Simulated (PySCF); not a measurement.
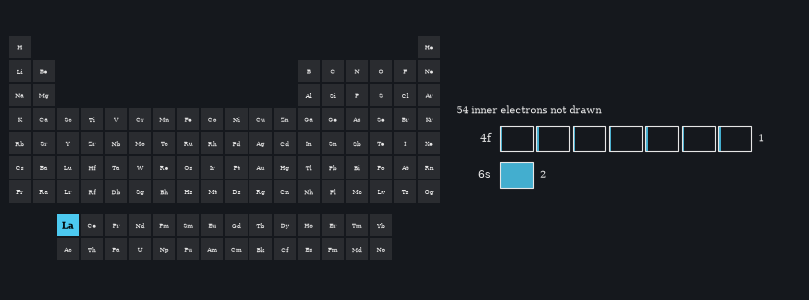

**Figure 1.** Left, the place of lanthanum in the periodic table; right, the outer shells of the nominal configuration: a box for each of the 2l + 1 orbitals, shaded by the share of the shell that is filled, with the electron count at the right.

**Atomic calculation for La**

- system: La, configuration 1s2 2s2 2p6 3s2 3p6 3d10 4s2 4p6 4d10 4f1 5s2 5p6 6s2, multiplicity 2.
- method: unrestricted TPSSh, x2c-TZVPPall, spin-free X2C-1e, Gaussian nucleus (PySCF)

## Input file
```python
from pyscf import gto, scf, dft, mp, cc
import basis_set_exchange as bse
mol = gto.M(atom="La 0 0 0", charge=0, spin=1, symmetry="D2h",
            basis=gto.basis.parse(bse.get_basis("x2c-TZVPPall", elements=["La"], fmt="nwchem")),
            nucmod="G")
mf = dft.UKS(mol, xc="TPSSH").sfx2c1e()
mf.irrep_nelec = {'Ag': (10, 10), 'B1g': (2, 2), 'B2g': (2, 2), 'B3g': (2, 2), 'B1u': (4, 4), 'B2u': (5, 4), 'B3u': (4, 4)}
mf.kernel()
```

The script is an equivalent of what the driver set up; the driver started from orbitals of its own, so the log can be shorter than this script's would be, and it computed the properties (radii, ⟨L²⟩, response) afterwards. It held the occupations shell by shell, which the script's counts by irreducible representation don't always enforce.

Hardware: 1 CPU thread, shared host.

## The program's output (extracts)
```
damping factor = 0
level_shift factor = 0
DIIS = <class 'pyscf.scf.diis.CDIIS'>
diis_start_cycle = 1
diis_space = 10
diis_damp = 0
SCF conv_tol = 1e-09
SCF conv_tol_grad = None
number electrons alpha = 29  beta = 28
XC functionals = TPSSH
    V. N. Staroverov, G. E. Scuseria, J. Tao, and J. P. Perdew.,  J. Chem. Phys. 119, 12129 (2003)
cycle= 1 E= -8491.95954896172  delta_E= -0.0144  |g|= 0.0386  |ddm|=  0.6
cycle= 2 E= -8491.96014678374  delta_E= -0.000598  |g|= 0.0131  |ddm|= 0.0852
cycle= 3 E= -8491.96039238187  delta_E= -0.000246  |g|= 0.00912  |ddm|= 0.0707
cycle= 4 E= -8491.96055302028  delta_E= -0.000161  |g|= 0.00396  |ddm|= 0.034
cycle= 5 E= -8491.96079853542  delta_E= -0.000246  |g|= 0.00387  |ddm|= 0.0518
cycle= 6 E= -8491.96016349976  delta_E= 0.000635  |g|= 0.00346  |ddm|= 0.141
cycle= 7 E= -8491.95903757775  delta_E= 0.00113  |g|= 0.00813  |ddm|= 0.357
cycle= 8 E= -8491.95843431738  delta_E= 0.000603  |g|= 0.0203  |ddm|= 0.129
cycle= 9 E= -8491.95865075811  delta_E= -0.000216  |g|= 0.0141  |ddm|= 0.0418
cycle= 10 E= -8491.95771440487  delta_E= 0.000936  |g|= 0.0162  |ddm|= 0.222
[... 40 cycles left out ...]
SCF not converged.
SCF energy = -8491.9590832891 after 50 cycles  <S^2> = 0.85033623  2S+1 = 2.0979383

damping factor = 0
level_shift factor = 0.3
DIIS = <class 'pyscf.scf.diis.CDIIS'>
diis_start_cycle = 1
diis_space = 10
diis_damp = 0
SCF conv_tol = 1e-09
SCF conv_tol_grad = None
number electrons alpha = 29  beta = 28
XC functionals = TPSSH
    V. N. Staroverov, G. E. Scuseria, J. Tao, and J. P. Perdew.,  J. Chem. Phys. 119, 12129 (2003)
[... 46 cycles left out ...]
cycle= 47 E= -8492.00709119979  delta_E= -0.000559  |g|= 0.0451  |ddm|= 1.42
cycle= 48 E= -8492.00662633376  delta_E= 0.000465  |g|= 0.0443  |ddm|= 1.42
cycle= 49 E= -8492.00722306717  delta_E= -0.000597  |g|= 0.0453  |ddm|= 1.42
cycle= 50 E= -8492.00658431137  delta_E= 0.000639  |g|= 0.0444  |ddm|= 1.42
cycle= 51 E= -8492.00721621511  delta_E= -0.000632  |g|= 0.0457  |ddm|= 1.42
cycle= 52 E= -8492.00643035077  delta_E= 0.000786  |g|= 0.0453  |ddm|= 1.42
cycle= 53 E= -8492.00751673673  delta_E= -0.00109  |g|= 0.0448  |ddm|= 1.42
cycle= 54 E= -8492.00689418021  delta_E= 0.000623  |g|= 0.0456  |ddm|= 1.42
cycle= 55 E= -8492.00764302598  delta_E= -0.000749  |g|= 0.0451  |ddm|= 1.42
cycle= 56 E= -8492.00724220674  del
```

## Outcome

```tsv
quantity	value
outcome	not converged
total energy	−8491.9606 hartree
⟨S²⟩	0.784
⟨L²⟩	12.14
SCF iterations	170
CPU time	3.3 min (integrals apart)
```

## Diagnosis

The run did not meet its convergence test in 170 iterations, so its last values are not results. This is not the ground configuration of the species. Caveats: highest occupied orbital energy is positive.
